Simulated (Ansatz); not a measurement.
# Is Pt(111) film of 3 layers a stable metal?

Question: is the lattice of Pt(111) film of 3 layers stable, and if so, what are its coupling constant and resistivity?

Calculated with Ansatz 0.2.0; DFT PBE, scalar-relativistic, plane waves, PAW.

## 1. The starting structure

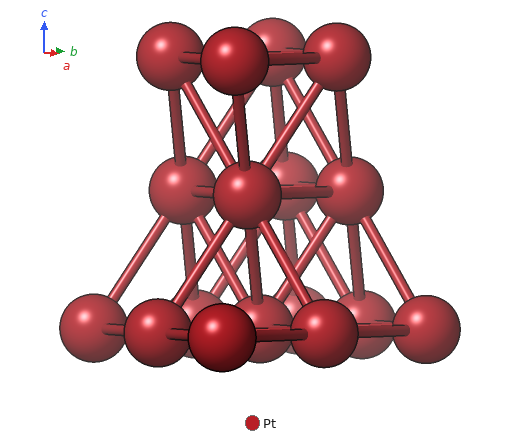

Start, viewed from the side, with the c axis up; platinum red. 2×2×1 cells are drawn. Some periodic images of atoms are drawn too.

The cell holds 3 atoms: 3 Pt. Its edges and angles: a = 2.772 Å, b = 2.772 Å, c = 15.526 Å, α = 90.0°, β = 90.0°, γ = 120.0°. It derives from Pt. Vacuum lies along c.

## 2. Relaxation

Lattice constant and positions set the bands and the force constants, so the cell is relaxed first.

input.yaml

```yaml
crystal:
  lattice:
    - [2.77186, 0.0, 0.0]
    - [-1.38593, 2.4005, 0.0]
    - [0.0, 0.0, 15.52643]
  atoms:
    - { symbol: Pt, position: [0.0, 0.0, 0.35423477] }
    - { symbol: Pt, position: [0.33333333, 0.66666667, 0.5] }
    - { symbol: Pt, position: [0.66666667, 0.33333333, 0.64576523] }
  periodic: [true, true, false]
kpoints:
  mp_grid: { grid: [12, 12, 1] }
hamiltonian:
  xc: pbe
scf:
  occupations: { method: gaussian, width: 0.1 }
output:
  forces: true
  stress: true
  eigenvalues: true
  write_density: true
  write_potential: true
  elf: true
  volumetric_format: npy
relax:
  adjacent_minimum: "off"
  f_tol: 0.005
  max_steps: 80
  cell: { stress_2d_tol: 0.02 }
```

Launch:

```bash
> ansatz run input.yaml --threads 4 --pin off --max-ram 16384MiB --backend cpu --events-out ev --progress --plain --runs-dir out
```

Numbers of over 12 decimals in the logs are rounded to 6 here.

What it wrote:

```text
Warning: crystal.periodic: the lattice vector that does not repeat stood 0.000° off the slab's normal, 15.526 Å along it as the deck builds it. The run solves the slab on a vector along the normal, 32.853 Å long, with every atom where it was (on the deck's vector they left 11.00 Å outside them, and the widest stretch free of ions among them is 2.26 Å). A fractional position that the run reports is one of the run's ce [...]
crystal.periodic: the lattice vector that does not repeat stood 0.000° off the slab's normal, 15.526 Å along it as the deck builds it. The run solves the slab on a vector along the normal, 32.853 Å long, with every atom where it was (on the deck's vector they left 11.00 Å outside them, and the widest stretch free of ions among them is 2.26 Å). A fractional position that the run reports is one of the run's cell, which [...]
Engine: ansatz 0.2.0, aarch64-unknown-linux-gnu
Pseudopotentials: kind: paw
Pseudopotential: Pt, paw, valence charge 18, recommended cutoff 420 eV (normal), Pt.paw.azcp
Functional definition: PBE
  parameter kappa = 0.804
  parameter beta = 0.066725
  exchange = pbe_x(kappa = kappa, mu = beta*pi^2/3)
  correlation = pbe_c(beta = beta)
Crystal: 3 atoms, lattice volume = 218.598 Å³
Basis set: ecut = 420 eV, 4321 PW (Γ), exchange–correlation on 40×40×450 points (8 copies of the dense FFT grid, shifted against one another)
Bands: 33, of which v1, the nominal top of the filled ones, is band 27 counted from 1 (26 counted from 0)
Symmetry: 12 space group operations
Space group: P-3m1 (ITA 164), of the structure as read, at distance tolerance 6.0e-5 Å
k-points: 19 of 144
Non-local potential: Pt, projectors of the file, l = 0: 3, l = 1: 2, l = 2: 2, l = 3: 1
PAW form: soft (Blöchl's): semilocal exchange-correlation on the pseudo side does not see the compensation charge
PAW one-centre angular grid: Pt, 590 points (default); XC on 64 Gauss nodes
Initial density: superposition of atomic densities (neutral atoms: chi_scale 0, normalization atom), corrected by the library's trained network
Initial wavefunctions: pseudopotential atomic-orbital guess
Functional: x = pbe(κ = 0.804, μ = 0.219515), c = pbe(β = 0.066725)
SCF iter   1: F=—  HF=-37567.819828 eV  |F-HF|=—  |Δ(HF+E_count)|=         —  Δρ=7.63e-3  dr2=2.39e-1  ethr=1.77e-3  ⟨swp⟩=14.1  Hψ=4813  notcnv=0
preconditioner: auto → LDOS  [metal: Δε(μ)=0.017 eV  Ē_g=7.473 eV  σ=0.100 eV  W_gap=0.09  n_scr=22 (ndim 8)  ℏωp=13.8 eV  f_vac=0.741  D(μ)=6.53/eV (n_scr^D=24)  β→1.0]
SCF iter   2: F=—  HF=-37567.813493 eV  |F-HF|=—  |Δ(HF+E_count)|=   6.34e-3  Δρ=4.16e-3  dr2=4.19e-2  ethr=4.42e-4  ⟨swp⟩=4.0  Hψ=1444  notcnv=0  defer=16
SCF iter   3: F=—  HF=-37567.808405 eV  |F-HF|=—  |Δ(HF+E_count)|=   5.09e-3  Δρ=1.69e-3  dr2=3.91e-2  ethr=7.76e-5  ⟨swp⟩=3.6  Hψ=1456  notcnv=0  defer=16
SCF iter   4: F=—  HF=-37567.806116 eV  |F-HF|=—  |Δ(HF+E_count)|=   2.29e-3  Δρ=1.16e-3  dr2=1.44e-2  ethr=7.24e-5  ⟨swp⟩=1.3  Hψ=663  notcnv=0  defer=16
SCF iter   5: F=—  HF=-37567.805984 eV  |F-HF|=—  |Δ(HF+E_count)|=   1.32e-4  Δρ=4.76e-4  dr2=8.49e-4  ethr=2.67e-5  ⟨swp⟩=2.9  Hψ=994  notcnv=0  defer=16
SCF iter   6: F=—  HF=-37567.805942 eV  |F-HF|=—  |Δ(HF+E_count)|=   4.21e-5  Δρ=2.27e-4  dr2=4.07e-4  ethr=1.57e-6  ⟨swp⟩=3.6  Hψ=1370  notcnv=0  defer=16
SCF iter   7: F=—  HF=-37567.805925 eV  |F-HF|=—  |Δ(HF+E_count)|=   1.75e-5  Δρ=7.87e-5  dr2=5.72e-5  ethr=7.54e-7  ⟨swp⟩=1.5  Hψ=719  notcnv=0  defer=16
SCF iter   8: F=—  HF=-37567.805916 eV  |F-HF|=—  |Δ(HF+E_count)|=   8.72e-6  Δρ=8.69e-5  dr2=6.37e-5  ethr=1.06e-7  ⟨swp⟩=3.6  Hψ=1482  notcnv=0  defer=14
SCF iter   9: F=—  HF=-37567.805904 eV  |F-HF|=—  |Δ(HF+E_count)|=   1.20e-5  Δρ=8.49e-6  dr2=1.94e-7  ethr=1.06e-7  ⟨swp⟩=2.8  Hψ=1063  notcnv=0  defer=14
SCF iter  10: F=—  HF=-37567.805904 eV  |F-HF|=—  |Δ(HF+E_count)|=   2.29e-7  Δρ=6.88e-6  dr2=1.05e-7  ethr=1.85e-10  ⟨swp⟩=28.4  Hψ=8169  notcnv=0
SCF iter  11: F=-37567.805904 eV  HF=-37567.805904 eV  |F-HF|=2.28e-8  |Δ(HF+E_count)|=   4.26e-9  Δρ=2.49e-6  dr2=3.70e-8  ethr=1.85e-10  ⟨swp⟩=15.6  Hψ=5804  notcnv=0
SCF 1 converged in 11 iterations: F = -37567.805904 eV  dr2 = 3.70e-8
  greatest PAW one-centre occupation: 1.000 electrons in one spin orbital (limit 2), on the Pt atom at site 1 (counted from 0), in its partial waves of l = 0
relax step   1: F+E_penalty+E_count = -37567.80590418 eV  Δ(F+E_penalty+E_count) = +0.000e0 eV  max|allowed force component| = 5.329e-1 eV/Å  Δτ_max = 0.0000 Å  P = -4.737 N/m  Ω = 218.598 Å³  fix = [c, alpha, beta]  reactions: c -0.000 N/m  (11 SCF iters, dr2 threshold 1.00e-7 eV, accepted)
Crystal: 3 atoms, lattice volume = 206.675 Å³
Basis set: ecut = 420 eV, 4111 PW (Γ), exchange–correlation on 40×40×450 points (8 copies of the dense FFT grid, shifted against one another)
Initial density: handed on by an earlier stage of this run
Initial wavefunctions: those handed on with the density
iter 1 solved again at ethr=3.30e-4 eV; its pass at ethr=3.10e-3 eV (dr2=1.78e-1 eV) is discarded
SCF iter   1: F=—  HF=-37567.984813 eV  |F-HF|=—  |Δ(HF+E_count)|=         —  Δρ=1.43e-2  dr2=1.81e-1  ethr=3.30e-4  ⟨swp⟩=2.7  Hψ=5313  notcnv=0
preconditioner: auto → LDOS  [metal: Δε(μ)=0.048 eV  Ē_g=7.677 eV  σ=0.100 eV  W_gap=0.26  n_scr=22 (ndim 8)  ℏωp=14.1 eV  f_vac=0.730  D(μ)=4.38/eV (n_scr^D=20)  β→1.0]
SCF iter   2: F=—  HF=-37567.992333 eV  |F-HF|=—  |Δ(HF+E_count)|=   7.52e-3  Δρ=7.40e-3  dr2=2.51e-1  ethr=3.30e-4  ⟨swp⟩=3.3  Hψ=1540  notcnv=0
SCF iter   3: F=—  HF=-37567.938050 eV  |F-HF|=—  |Δ(HF+E_count)|=   5.43e-2  Δρ=2.15e-3  dr2=1.31e-2  ethr=3.30e-4  ⟨swp⟩=3.2  Hψ=1494  notcnv=0  defer=4
SCF iter   4: F=—  HF=-37567.937474 eV  |F-HF|=—  |Δ(HF+E_count)|=   5.75e-4  Δρ=7.06e-4  dr2=4.26e-3  ethr=2.43e-5  ⟨swp⟩=3.2  Hψ=1407  notcnv=0  defer=6
SCF iter   5: F=—  HF=-37567.937317 eV  |F-HF|=—  |Δ(HF+E_count)|=   1.57e-4  Δρ=3.68e-4  dr2=1.61e-3  ethr=7.89e-6  ⟨swp⟩=1.9  Hψ=813  notcnv=0  defer=6
SCF iter   6: F=—  HF=-37567.937251 eV  |F-HF|=—  |Δ(HF+E_count)|=   6.58e-5  Δρ=1.20e-4  dr2=1.45e-4  ethr=2.98e-6  ⟨swp⟩=2.0  Hψ=804  notcnv=0  defer=6
SCF iter   7: F=—  HF=-37567.937228 eV  |F-HF|=—  |Δ(HF+E_count)|=   2.35e-5  Δρ=3.38e-5  dr2=1.79e-6  ethr=2.68e-7  ⟨swp⟩=2.9  Hψ=1200  notcnv=0  defer=6
iter 8 did not close the SCF: its close was put off until two iterations running show no level that it waits for move by more than its bar (scf_convergence_deferred on its scf_iter line)
SCF iter   8: F=-37567.937229 eV  HF=-37567.937229 eV  |F-HF|=4.66e-8  |Δ(HF+E_count)|=   1.52e-6  Δρ=8.59e-6  dr2=1.65e-7  ethr=5.56e-10  ⟨swp⟩=28.1  Hψ=8690  notcnv=0
[...]
SCF iter   3: F=—  HF=-37567.944228 eV  |F-HF|=—  |Δ(HF+E_count)|=   3.41e-3  Δρ=3.67e-4  dr2=2.47e-4  ethr=1.55e-5  ⟨swp⟩=3.3  Hψ=1362  notcnv=0
SCF iter   4: F=—  HF=-37567.944244 eV  |F-HF|=—  |Δ(HF+E_count)|=   1.59e-5  Δρ=8.95e-5  dr2=1.69e-5  ethr=4.57e-7  ⟨swp⟩=3.2  Hψ=1438  notcnv=0
SCF iter   5: F=—  HF=-37567.944243 eV  |F-HF|=—  |Δ(HF+E_count)|=   4.54e-7  Δρ=2.17e-5  dr2=2.79e-6  ethr=3.14e-8  ⟨swp⟩=3.0  Hψ=1311  notcnv=0
SCF iter   6: F=—  HF=-37567.944244 eV  |F-HF|=—  |Δ(HF+E_count)|=   3.63e-7  Δρ=7.11e-6  dr2=4.68e-7  ethr=5.17e-9  ⟨swp⟩=2.2  Hψ=935  notcnv=0
SCF iter   7: F=-37567.944244 eV  HF=-37567.944244 eV  |F-HF|=3.16e-9  |Δ(HF+E_count)|=   1.04e-8  Δρ=4.02e-6  dr2=8.34e-8  ethr=5.56e-10  ⟨swp⟩=23.0  Hψ=7665  notcnv=0
SCF 3 converged in 7 iterations: F = -37567.944244 eV  dr2 = 8.34e-8
relax step   3: F+E_penalty+E_count = -37567.94424377 eV  Δ(F+E_penalty+E_count) = -7.014e-3 eV  max|allowed force component| = 1.154e-3 eV/Å  Δτ_max = 0.0414 Å  P = -0.204 N/m  Ω = 208.178 Å³  energy of the carried Pulay correction = +1.141e-3 eV  fix = [c, alpha, beta]  reactions: c -0.000 N/m  (7 SCF iters, dr2 threshold 3.00e-7 eV, accepted)
[...]
relax step   4: F+E_penalty+E_count = -37567.94430602 eV  Δ(F+E_penalty+E_count) = -6.225e-5 eV  max|allowed force component| = 4.517e-3 eV/Å  Δτ_max = 0.0010 Å  P = +0.117 N/m  Ω = 207.890 Å³  energy of the carried Pulay correction = +1.173e-3 eV  fix = [c, alpha, beta]  reactions: c +0.000 N/m  (6 SCF iters, dr2 threshold 4.95e-8 eV, accepted)
[...]
relax step   5: F+E_penalty+E_count = -37567.94430766 eV  Δ(F+E_penalty+E_count) = -1.637e-6 eV  max|allowed force component| = 1.929e-5 eV/Å  Δτ_max = 0.0004 Å  P = +0.001 N/m  Ω = 207.974 Å³  energy of the carried Pulay correction = +1.164e-3 eV  fix = [c, alpha, beta]  reactions: c +0.000 N/m  (5 SCF iters, dr2 threshold 1.62e-8 eV, accepted)
[...]
relax step   6: F+E_penalty+E_count = -37567.94296197 eV  Δ(F+E_penalty+E_count) = +1.346e-3 eV  max|allowed force component| = 3.918e-5 eV/Å  Δτ_max = 0.0000 Å  P = +0.021 N/m  Ω = 207.974 Å³  fix = [c, alpha, beta]  reactions: c +0.000 N/m  stress off target by 2.08e-2 N/m on what of the cell is left free  SCF on the basis re-selected at this cell (its energy is not comparable with the rows above)  (10 SCF iters)
[...]
relax step   7: F+E_penalty+E_count = -37567.94295998 eV  Δ(F+E_penalty+E_count) = +1.987e-6 eV  max|allowed force component| = 1.009e-5 eV/Å  Δτ_max = 0.0001 Å  P = +0.000 N/m  Ω = 207.993 Å³  energy of the carried Pulay correction = -2.370e-6 eV  fix = [c, alpha, beta]  reactions: c +0.000 N/m  (6 SCF iters, dr2 threshold 5.13e-10 eV, accepted)
iter 1 solved again at ethr=1.48e-6 eV; its pass at ethr=3.10e-3 eV (dr2=8.02e-4 eV) is discarded
SCF iter   1: F=—  HF=-37567.942963 eV  |F-HF|=—  |Δ(HF+E_count)|=         —  Δρ=7.58e-6  dr2=2.22e-8  ethr=1.48e-6  ⟨swp⟩=5.3  Hψ=7343  notcnv=0
eigensolver tolerance schedule: the retry pair's looser diagonalisation over-reported the residual by 36021.73 of it (diagonalisation noise at an unbounded share of the residual, at the tolerance the schedule requests for it); recorded, not acted on — ethr = c·dr2/N_el stays at c = 1.0e-1
preconditioner: auto → LDOS  [metal: Δε(μ)=0.029 eV  Ē_g=7.707 eV  σ=0.100 eV  W_gap=0.16  n_scr=22 (ndim 8)  ℏωp=14.1 eV  f_vac=0.734  D(μ)=4.87/eV (n_scr^D=20)  β→1.0]
SCF iter   2: F=—  HF=-37567.942961 eV  |F-HF|=—  |Δ(HF+E_count)|=   1.71e-6  Δρ=6.23e-6  dr2=4.95e-8  ethr=4.12e-11  ⟨swp⟩=7.9  Hψ=3323  notcnv=0
SCF iter   3: F=—  HF=-37567.942961 eV  |F-HF|=—  |Δ(HF+E_count)|=   8.78e-9  Δρ=2.96e-6  dr2=6.26e-9  ethr=4.12e-11  ⟨swp⟩=3.2  Hψ=1228  notcnv=0
SCF iter   4: F=—  HF=-37567.942960 eV  |F-HF|=—  |Δ(HF+E_count)|=   8.79e-7  Δρ=1.96e-6  dr2=3.50e-9  ethr=1.16e-11  ⟨swp⟩=3.3  Hψ=1251  notcnv=0
SCF iter   5: F=—  HF=-37567.942961 eV  |F-HF|=—  |Δ(HF+E_count)|=   7.22e-7  Δρ=8.03e-7  dr2=5.69e-10  ethr=6.49e-12  ⟨swp⟩=3.3  Hψ=1186  notcnv=0
SCF iter   6: F=—  HF=-37567.942961 eV  |F-HF|=—  |Δ(HF+E_count)|=   1.46e-7  Δρ=1.19e-7  dr2=1.47e-11  ethr=1.05e-12  ⟨swp⟩=3.5  Hψ=1471  notcnv=0
SCF iter   7: F=—  HF=-37567.942961 eV  |F-HF|=—  |Δ(HF+E_count)|=   1.01e-8  Δρ=3.80e-8  dr2=2.57e-12  ethr=1.00e-12  ⟨swp⟩=1.7  Hψ=791  notcnv=0
SCF iter   8: F=-37567.942961 eV  HF=-37567.942961 eV  |F-HF|=7.71e-10  |Δ(HF+E_count)|=  8.73e-10  Δρ=2.40e-8  dr2=6.12e-13  ethr=1.00e-12  ⟨swp⟩=15.9  Hψ=4571  notcnv=0
SCF 8 converged in 8 iterations: F = -37567.942961 eV  dr2 = 6.12e-13
relax step   8: F+E_penalty+E_count = -37567.94296079 eV  Δ(F+E_penalty+E_count) = -8.113e-7 eV  max|allowed force component| = 1.047e-5 eV/Å  Δτ_max = 0.0000 Å  P = +0.000 N/m  Ω = 207.993 Å³  fix = [c, alpha, beta]  reactions: c +0.000 N/m  stress off target by 3.55e-4 N/m on what of the cell is left free  SCF on the basis re-selected at this cell (its energy is not comparable with the rows above)  (8 SCF iters)
basis re-selected at this cell: Δ(F+E_penalty+E_count) = -8.113e-7 eV, ΔP = -0.000 N/m vs the last step (what re-selecting the basis moved, of the pressure what is left beyond the Pulay correction that the steps carried, after the strain that the cell walked since its last selection, with what the two solves' SCF thresholds leave and, on support functions, any second-order correction that the steps lacked; it is no m [...]
SCF converged after 8 iterations
Free energy (F): -37567.942961 eV
Harris-Foulkes:  -37567.942961 eV  (|F-HF|=7.71e-10)
Internal energy: -37567.918598 eV  (E = F + TS)
E sigma→0 (E₀):  -37567.930779 eV
Entropy (-TS):   -0.024363 eV (-8.121 meV/atom)
Fermi energy:    -5.896955 eV
--- Per-component energies (eV) ---
  E_band       = -1940.698918
  E_kinetic    = 1910.949415
  E_local      = -250148.209862  (includes V_loc(G=0)·N_el)
  E_nonlocal   = 600.037954
  E_hartree    = 123734.459416
  E_xc         = -783.688761
  E_vxc        = -906.136127  (∫ρ·V_xc dr)
  E_paw        = -28362.283970  (= ΣΔE_a)
  E_vpaw       = -866.259746  (= ΣTr[D̂ρ^β])
  E_aug_tail   = 0.000573  (compensation charges beyond the density's cutoff)
  E_ewald      = 115480.816637
  E_smearing   = -0.024363  (= −TS)
  E_closure    = 0.000000  (closes the sum)
  Σ components = -37567.942961   (vs F -37567.942961, Δ=0.00e0)
--- Forces (eV/Å), atoms counted from 1 ---
  atom   1  Pt     0.00000000     0.00000000     0.00001047
  atom   2  Pt    -0.00000000     0.00000000     0.00000000
  atom   3  Pt    -0.00000000    -0.00000000    -0.00001047
  max |Σ_I F_I| component: 4.63e-18 eV/Å
--- 2D stress c σ (N/m, compression-positive) ---
        0.000355       0.000000      -0.000000
        0.000000       0.000355       0.000000
       -0.000000       0.000000       0.000000
  P = ½ c Tr σ = 0.0004 N/m
--- Band table (eV; the first three rows and the last of 19) ---
  k-point 0: bands = [... 23 lower, -7.0134, -7.0134, -6.7193, -6.2510, -6.2510, -5.8399, -5.8399, -5.3363, ... 2 higher]
  k-point 1: bands = [... 23 lower, -7.3259, -7.1063, -7.0442, -6.7060, -6.2830, -5.8471, -5.6917, -4.2028, ... 2 higher]
  k-point 2: bands = [... 23 lower, -7.9573, -7.7051, -7.2802, -6.8555, -6.3869, -5.8707, -5.0099, -2.7377, ... 2 higher]
  k-point 18: bands = [... 23 lower, -7.8468, -6.3141, -6.3141, -6.2266, -0.2767, 0.0090, 0.0090, 1.9742, ... 2 higher]
--- Relaxed structure (6 steps of the walk, 6 accepted, 2 SCFs on fresh bases) ---
  F+E_penalty+E_count = -37567.94296079 eV   max|allowed force component| = 1.047e-5 eV/Å   (the final SCF, on the basis selected at the relaxed cell)
  cell:  # Å, volume = 207.9931 Å³
    - [2.703788, 0.0, 0]
    - [-1.351894, 2.341549, 0]
    - [0, 0, 32.852855]
  atoms:
    - { symbol: Pt, position: [-4.0531554799803984e-18, 0, 0.162793] }
    - { symbol: Pt, position: [0.333333, 0.666667, 0.236303] }
    - { symbol: Pt, position: [0.666667, 0.333333, 0.309812] }
```

Wall time 24 s (4 threads of Arm Neoverse V1, shared host); peak memory 0.58 GiB.

Relaxation path:

| step | energy less that of the first step (eV) | largest force component (eV/Å) | volume (Å³) |
| --- | --- | --- | --- |
| 1 | 0.0000 | 0.5329 | 218.60 |
| 2 | -0.1313 | 0.1653 | 206.68 |
| 3 | -0.1383 | 0.0012 | 208.18 |
| 4 | -0.1384 | 0.0045 | 207.89 |
| 5 | -0.1384 | 0.0000 | 207.97 |
| 6* | -0.1371 | 0.0000 | 207.97 |
| 7 | -0.1371 | 0.0000 | 207.99 |
| 8* | -0.1371 | 0.0000 | 207.99 |

Relaxation steps marked * repeat the geometry before them on a plane-wave basis chosen anew for their cell, so energy and pressure can jump there.

Forces are held to the 12 operations that the run works with; a distortion that breaks them can't arise in this run.

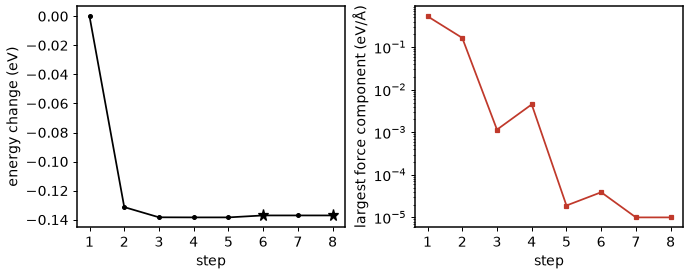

Energy and largest force along the relaxation. Stars mark steps on a basis chosen anew.

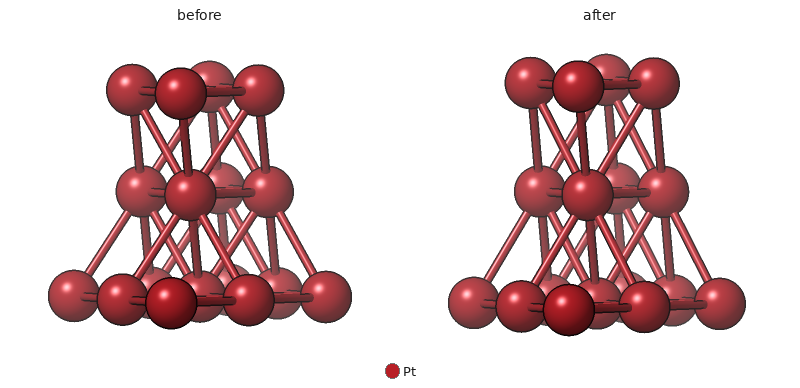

Before and after, at one scale.

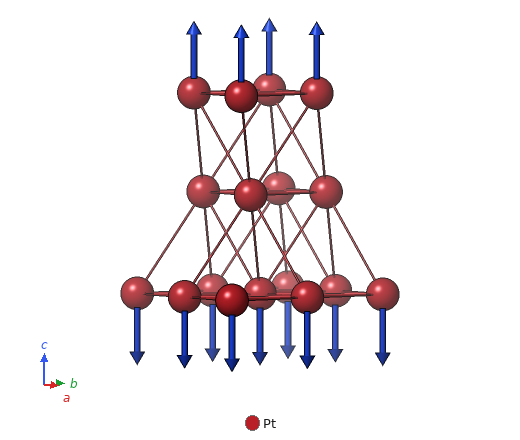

Displacements in the relaxation, exaggerated, measured against the changing cell; the longest in the cell stands for 0.15 Å. 2×2×1 cells are drawn. Some periodic images of atoms are drawn too.

| cell as run | before | after | change |
| --- | --- | --- | --- |
| a (Å) | 2.772 | 2.704 | -2.5 % |
| b (Å) | 2.772 | 2.704 | -2.5 % |

The atoms that moved most (Å, along periodic axes as changes of fractional coordinates times the final cell, across vacuum about the mean position):

| atom | dx | dy | dz | length |
| --- | --- | --- | --- | --- |
| Pt3 | 0.000 | 0.000 | 0.152 | 0.152 |
| Pt1 | 0.000 | 0.000 | -0.152 | 0.152 |

Final coordinates:

```xyz
3
Lattice="2.7038 0.0000 0.0000 -1.3519 2.3415 0.0000 0.0000 0.0000 32.8529" Properties=species:S:1:pos:R:3
Pt    0.0000    0.0000    5.3482
Pt    0.0000    1.5610    7.7632
Pt    1.3519    0.7805   10.1782
```

Numbers from this step:

| Property | Result |
| --- | --- |
| metallic on mesh | yes |
| gap on the k-mesh | 0 eV |

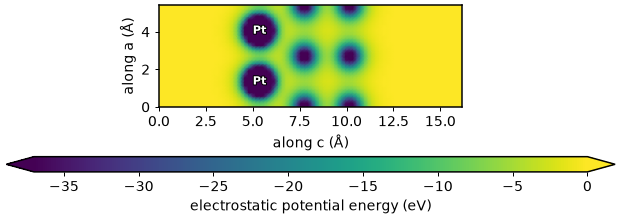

Electrostatic potential energy in the ca plane at fractional y = 0.000, with atoms of Pt within 0.2 Å of it. With pseudopotentials it is smooth inside the atoms' cores, unlike the true potential. The map starts off the cell's origin, so that atoms lie inside it. The far vacuum is left out of the map.

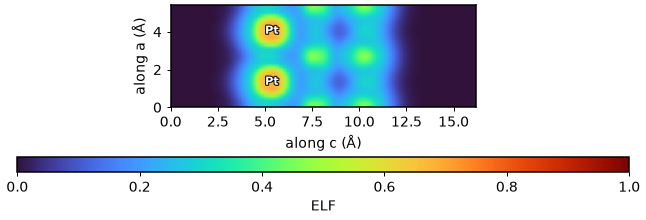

ELF in the ca plane at fractional y = 0.000, with atoms of Pt within 0.2 Å of it. It is the smooth field of the valence electrons, not physical close to the nuclei. The map starts off the cell's origin, so that atoms lie inside it. The far vacuum is left out of the map.

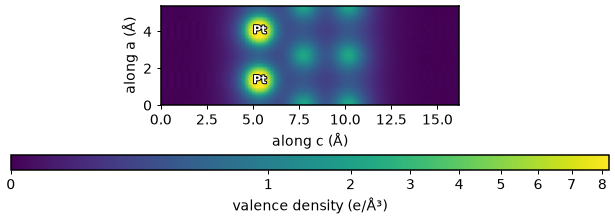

Valence density in the ca plane at fractional y = 0.000, with atoms of Pt within 0.2 Å of it. It is the smooth field of the valence electrons, not physical close to the nuclei. The map starts off the cell's origin, so that atoms lie inside it. The colour scale is stretched toward low values. The far vacuum is left out of the map.

(Continued in part 2 of 3.)

[Logs are printed without paths, hosts, clocks, repeated set-up lines and the standing remarks that a program may print on its own settings, such as how far it seeks lower states.]

[Hosts, paths, dates, database ids (printed as entryN), source tags and the programs' standing remarks are cut or masked in the printed files.]
